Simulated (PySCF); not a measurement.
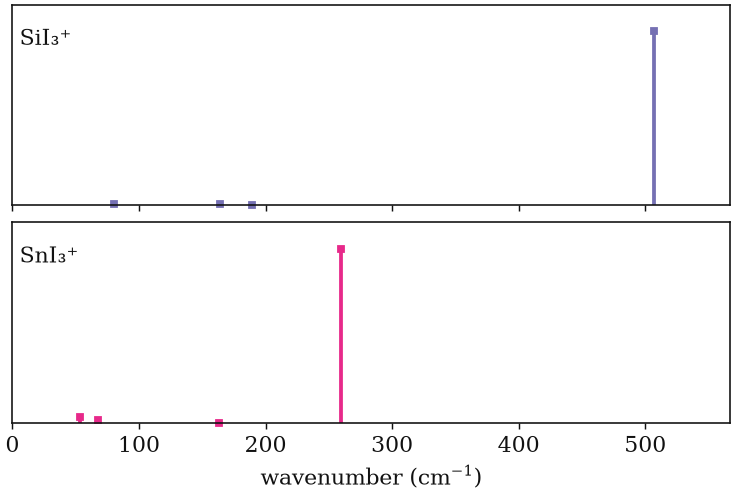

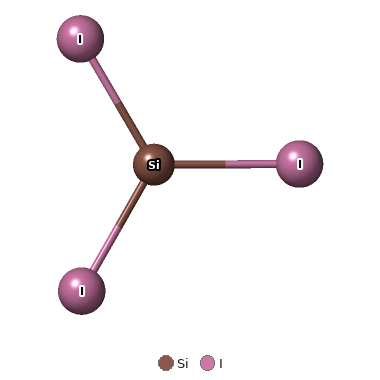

Harmonic infrared lines of SiI₃⁺ and SnI₃⁺, all D3h singlets, each the lowest point that its search found (SiI₃⁺ is drawn); the central atom changes down one group of the periodic table. PBE0/def2-SVP (core potentials past Kr), PySCF 2.14.0, unscaled, no spin-orbit coupling; each panel is scaled to its strongest line, degenerate modes are one line with their intensities summed, and dots on the axis are modes too weak to show or inactive.

**How do the bond length and the stretches change along the series?**

Mean bond length: SiI₃⁺ 2.349, SnI₃⁺ 2.607 Å, rising down the group. Highest e' mode: SiI₃⁺ 507, SnI₃⁺ 260 cm⁻¹, falling down the group.

Limits of at least one run: double-zeta basis on some or all atoms.
